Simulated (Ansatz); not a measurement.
The compound is CaVO3 (Pm-3m).

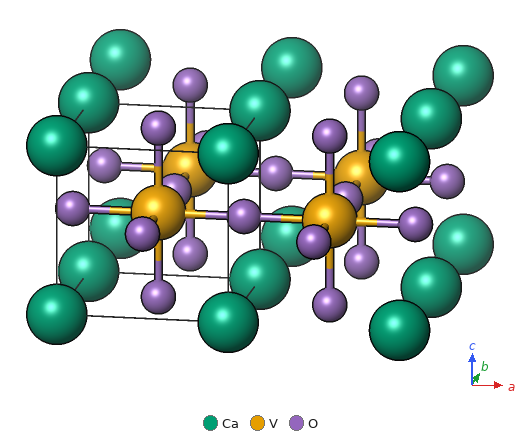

The structure (calcium teal, vanadium orange, oxygen purple). 2×2×1 cells are drawn. Some periodic images of atoms are drawn too.

```
Ca V O
1.0
     0.00000   -3.83041    0.00000
     0.00000    0.00000    3.83041
    -3.83041    0.00000    0.00000
Ca V O
1 1 3
Cartesian
  0.0000 0.0000 0.0000
  -1.9152 -1.9152 1.9152
  0.0000 -1.9152 1.9152
  -1.9152 -1.9152 0.0000
  -1.9152 0.0000 1.9152
```

The cell and positions are those that the Materials Project relaxed with its own functionals (PBE, PBE+U or r2SCAN), kept fixed. The program's search for lower electronic states was switched off, so nothing shows that the state found is the lowest. PAW set soft_2, made with PBE.

A constrained-RPA run (Ansatz 0.2.0; non-magnetic LDA; V t2g, bands v1 to c2, 6×6×6 mesh, medium accuracy) builds 3 functions on bands 2.5 eV wide, with 1.0 electrons in the window. The bare on-site interaction is 16.1 eV and the bare J 0.56 eV.

**Question.** What U and J survive the screening?

On the V t2g shell, U = 3.19 eV (20 % of the bare value), U′ = 2.34 eV, J = 0.41 eV.

The parent state is non-magnetic and the interaction static (zero frequency); U depends on the window and the orbitals, so it belongs to this model alone.

[Paths, hosts, dates, memory and timing lines, banners, echoed tables and standing remarks are left out of the program output.]

[Logs are printed without paths, hosts, clocks, repeated set-up lines and the standing remarks that a program may print on its own settings, such as how far it seeks lower states.]

[Runs of the session that timed out or met a known fault of the program may be left out.]

[Hosts, paths, dates, database ids (printed as entryN), source tags and the programs' standing remarks are cut or masked in the printed files.]
